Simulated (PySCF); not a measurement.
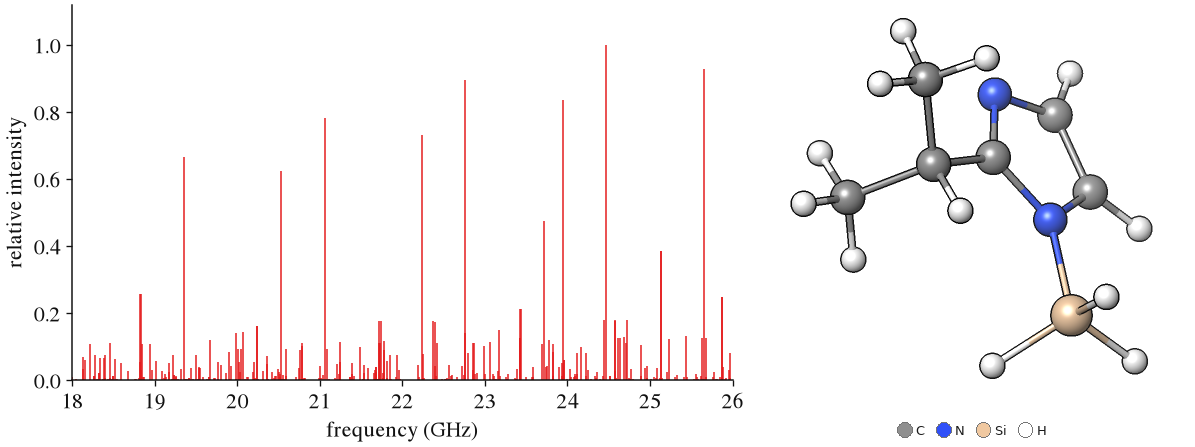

C₆H₁₂N₂Si, SMILES CC(C)c1nccn1[SiH3]. Simulated rotational absorption lines between 18 and 26 GHz at 10 K: rigid rotor with the equilibrium constants and dipole of one optimised conformer (PBE0-D3(BJ)/def2-SVP, PySCF), commonest isotopes; no centrifugal distortion, hyperfine structure, internal rotation or nuclear-spin weights; lines within 1 MHz of each other are summed.

Question: What are the rotational constants, and what kind of rotor is it?

Answer: Rotational constants A, B, C = 1.742, 1.243, 0.8529 GHz; Ray's κ = −0.12, an asymmetric top midway between the limits.

Question: Which dipole components drive the lines?

Answer:
|μa|, |μb|, |μc| = 1.69, 2.48, 0.07 D; b-type lines carry 67 % of the intensity in this range.

Known limits of this run: coarse grid, loose stop and no frequency check, small forces are noise and the end may be a saddle.
